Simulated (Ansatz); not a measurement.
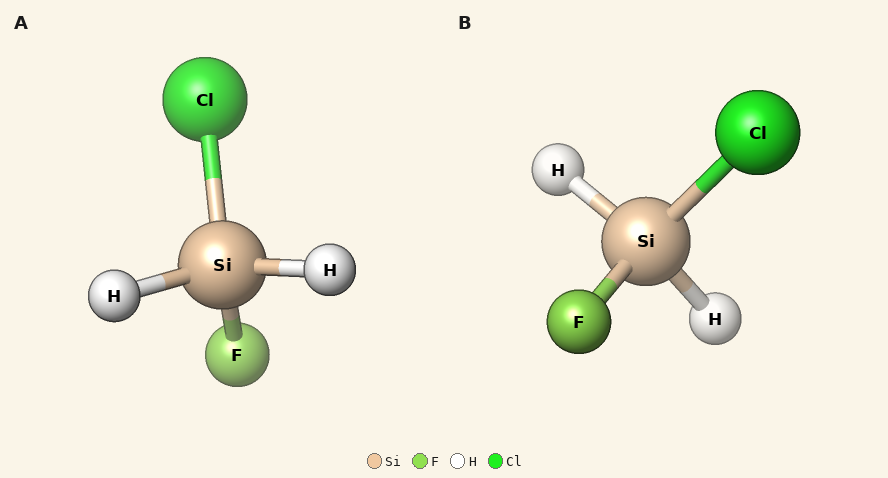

Atoms fade into the background with distance from the viewer. The computed structure is the end point of a PBE0-D4/def2-TZVP optimisation.

> How are A and B related: the same structure turned, mirror images, conformers, diastereomers or constitutional isomers?

They are the same structure, ClFH2Si, seen from two directions. With point group Cs it is achiral, so its mirror image would be the same too.
